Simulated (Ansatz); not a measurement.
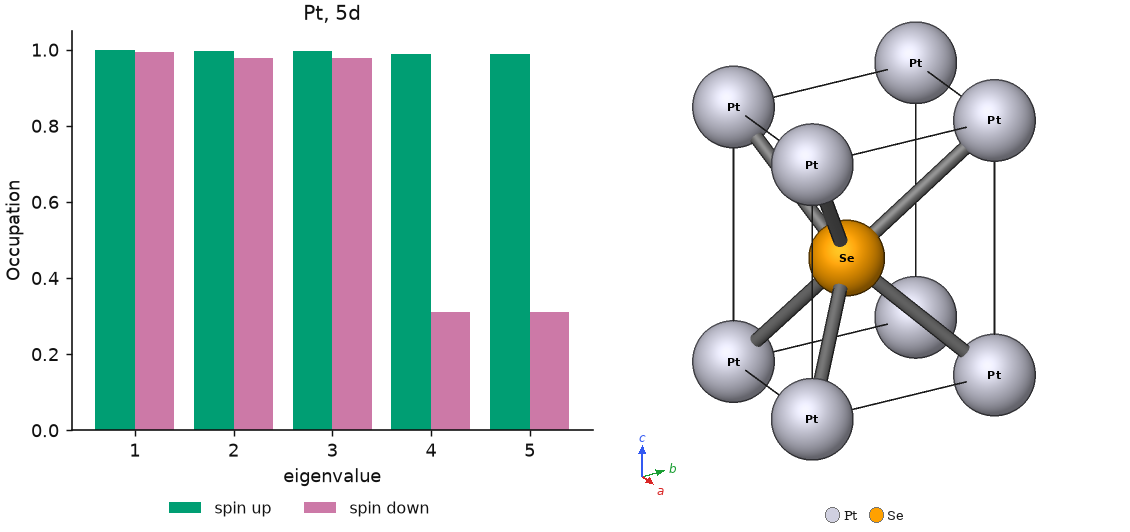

Eigenvalues of the local occupation matrix of the d shell (Löwdin-orthogonalised atomic projectors). The structure is drawn too.

System: PtSe, space group P-6m2, 4 atoms in the cell, WC type.

```cif
data_structure
_symmetry_space_group_name_H-M 'P-6m2'
_symmetry_Int_Tables_number 187
_cell_length_a 3.7019
_cell_length_b 3.7019
_cell_length_c 3.6128
_cell_angle_alpha 90.000
_cell_angle_beta 90.000
_cell_angle_gamma 120.000
_cell_volume 42.88
loop_
_atom_site_label
_atom_site_type_symbol
_atom_site_symmetry_multiplicity
_atom_site_Wyckoff_symbol
_atom_site_fract_x
_atom_site_fract_y
_atom_site_fract_z
_atom_site_occupancy
Pt1 Pt 1 a 0.00000 0.00000 0.00000 1
Se1 Se 1 f 0.66667 0.33333 0.50000 1
```

Computed with Ansatz 0.2.0: DFT PBEsol+U, scalar-relativistic, plane waves, PAW, Ueff = 7 eV on Pt atom 1 d; Ueff = 7 eV on Pt atom 3 d, spin-polarised, 6×6×3 k mesh.

> What configuration do these occupations show?

Counting eigenvalues over 0.6 as filled, Pt has 8 filled d states (d⁸), 5 up and 3 down; the eigenvalues sum to 8.5. The small eigenvalues come from mixing with neighbours' orbitals.

Start of the run: site moments held. Such runs often end in metastable states, so this need not be the lowest one. Moments were held by a constraint, so this isn't a free state. Spin-orbit coupling is left out, which matters for Pt.
